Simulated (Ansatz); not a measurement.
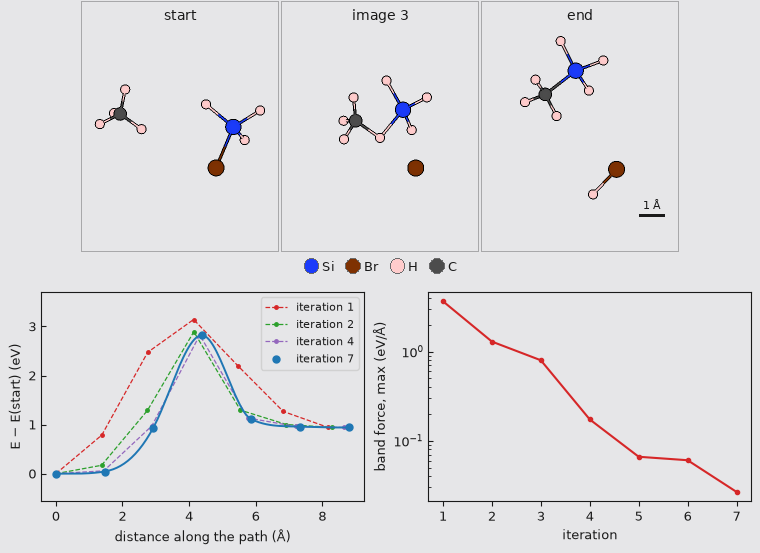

A search for the minimum-energy path of CH7BrSi, made up of SiH₃Br and CH$_{4}$ by the nudged elastic band. Images are numbered from 0 (start) to 6 (end). The plot follows the band through its iterations. Style: ball-and-stick. Shown from a free direction.

Method: Ansatz, RKS B3LYP/def2-SVP. Settings: 5 movable images; climbing image; force threshold 0.05 eV/Å; iteration limit 60; starting path through a guess of the saddle point.

Question: Judge this run.

Answer: The result is final at these settings. The band converged in 7 iterations. The largest component of the band force went from 3.7 to 0.027 eV/Å. The climbing image converged on the top of the path. Its vibrational analysis gives one imaginary mode (580i cm⁻¹), as a transition state must have. The first iteration put the highest image at 3.14 eV. The highest point, image 3, lies 2.82 eV above the start and 1.88 eV above the end; the end is at +0.94 eV relative to the start.

Limits of the set-up: the start holds two separate molecules, 3.2 Å apart at their closest, whose relative position is a soft coordinate and is computed without a dispersion correction.
